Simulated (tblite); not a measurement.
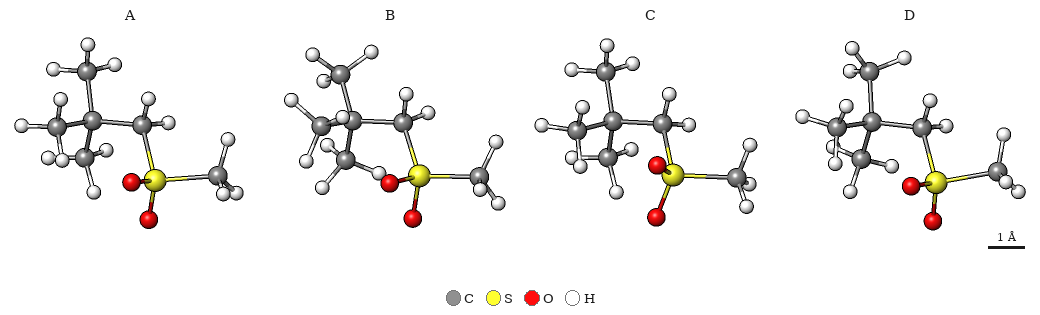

4 geometries from one relaxation of C$_{6}$H$_{14}$O$_{2}$S, in shuffled order. The picture is a ball-and-stick view, seen from a free direction.

Theory: GFN2-xTB geometry optimisation, gas phase (tblite 0.8.0). 

Order the frames from highest to lowest energy.

B, D, A, C. They are steps 0, 28, 63, 140, at +1.575 eV, +0.274 eV, +0.060 eV relative to the last. The largest move after the best rigid fit is that of an H atom, 1.05 Å. By element the largest moves are H 1.05 Å, O 0.79 Å, S 0.44 Å, C 0.23 Å. Near-neighbour distances that change, for instance: O–S 1.524 → 1.437 Å, C–S 1.754 → 1.827 Å, O–S 1.502 → 1.438 Å, C–H 1.131 → 1.087 Å. Bond angles that change, for instance: C–S–C 113.0° → 102.1°, O–S–O 106.6° → 117.4°, C–C–H 104.9° → 111.3°. Groups turn about C–C by about 55°, C–C by about 50°, C–S by about 45°. Over 140 geometry steps the energy falls by 1.575 eV.
